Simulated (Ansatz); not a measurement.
C2H9GeN (GeH2Me(NHMe))

Input file:

```
crystal:
  periodic: [false, false, false]
  atoms:
    - {symbol: Ge, position_ang: [0.572052, 0.608767, 0.273493]}
    - {symbol: H, position_ang: [0.776069, 0.532321, 1.800816]}
    - {symbol: H, position_ang: [1.973182, 0.601456, -0.400763]}
    - {symbol: C, position_ang: [-0.410141, 2.204349, -0.253626]}
    - {symbol: H, position_ang: [0.139550, 3.110197, 0.040351]}
    - {symbol: H, position_ang: [-1.397628, 2.216352, 0.229146]}
    - {symbol: H, position_ang: [-0.551048, 2.228563, -1.344453]}
    - {symbol: N, position_ang: [-0.459436, -0.843719, -0.177348]}
    - {symbol: C, position_ang: [-0.028718, -2.181938, 0.149518]}
    - {symbol: H, position_ang: [-0.858615, -0.782967, -1.109498]}
    - {symbol: H, position_ang: [0.823046, -2.565600, -0.450944]}
    - {symbol: H, position_ang: [0.280497, -2.227310, 1.207147]}
    - {symbol: H, position_ang: [-0.858811, -2.900461, 0.036150]}
basis:
  gaussian: {orbitals: def2-TZVP, initial_orbitals: start.molden}
hamiltonian: {xc: pbe0, dispersion: d4}
scf: {omitted_lower_state_checks: [starts]}
output: {orbitals: {seedname: orbitals}}
```

Launched as:

```sh
ansatz run in.yaml --threads 4 --pin off --events-out ev --progress --plain --max-ram 3916MiB
```

Geometry: PBE0-D4/def2-SVP.

The calculation used RKS PBE0-D4/def2-TZVP in Ansatz.

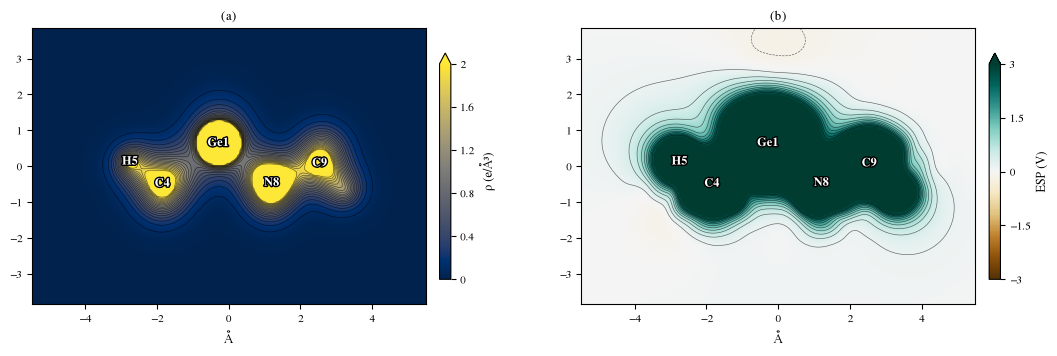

Figure 1. (a) total electron density; (b) electrostatic potential on the plane of atoms C4, Ge1 and N8.

Q: Interpret the plot.

A: Atoms in the plane: Ge, C, H and N.
C–N (1.44 Å): ρ at the midpoint is about 1.9 e/Å³.
Ge–N (1.84 Å): ρ is about 0.97 e/Å³ halfway.
C–Ge (1.95 Å): ρ at the midpoint is about 0.89 e/Å³.
C–H (1.10 Å): the density is about 1.9 e/Å³ at the midpoint.
The potential has no marked negative region in this plane.

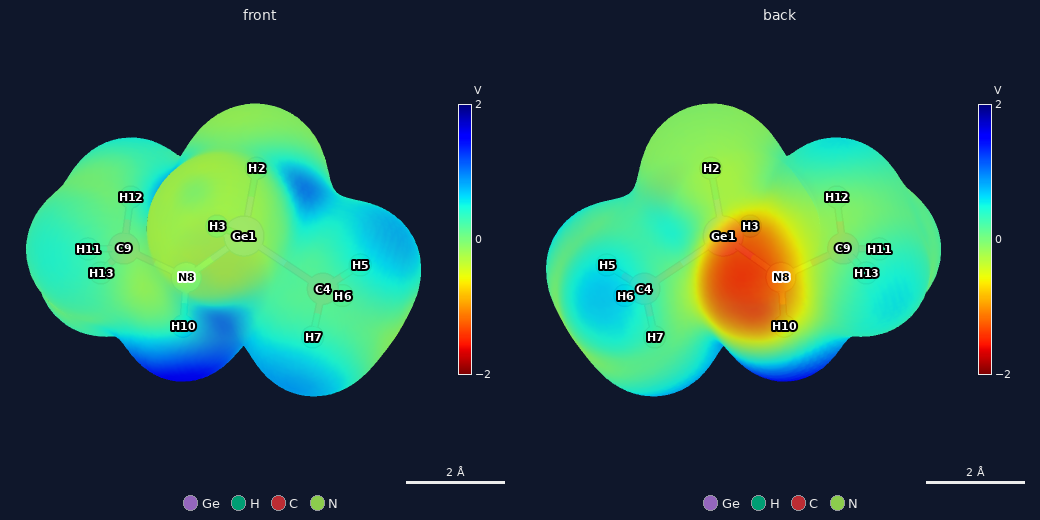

Figure 2. The molecular electrostatic potential painted on the density surface at 0.002 e/bohr³, seen from the front and from behind; red is negative and blue positive.

Q: Where is the surface potential most negative and most positive?

A: The most negative region (about −1.4 V, or −32 kcal/mol for a unit charge) lies over N8, the most positive (about +1.5 V, or +35 kcal/mol for a unit charge) over H10. N8 is the likeliest acceptor of a hydrogen bond.

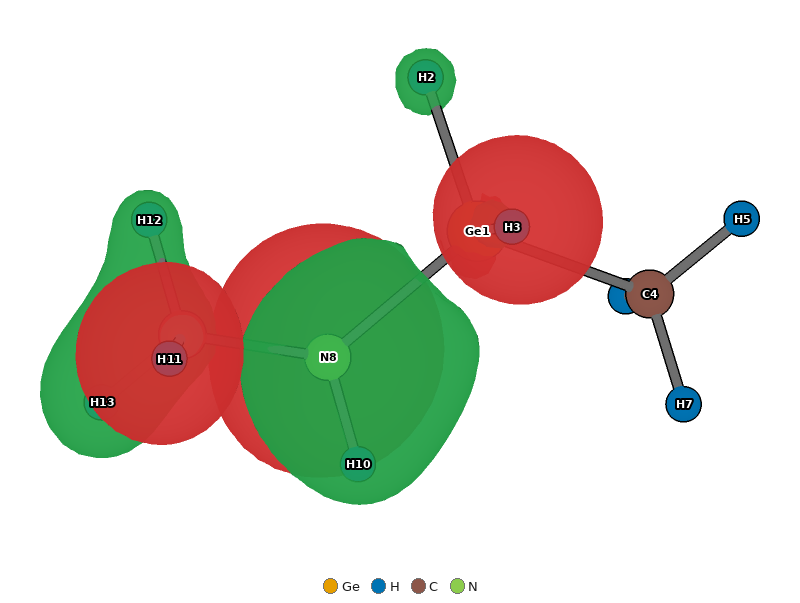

Figure 3. The HOMO at ±0.1 Å⁻³ᐟ² (green and red are the two phases), seen at a tilt.

Q: What is the character of this orbital?

A: Its weight (Hirshfeld) is mainly on N8 (about 60 %), C9 (about 10 %), Ge1 (about 10 %), H11 (about 5 %) and H3 (about 5 %). Its energy is −6.45 eV.
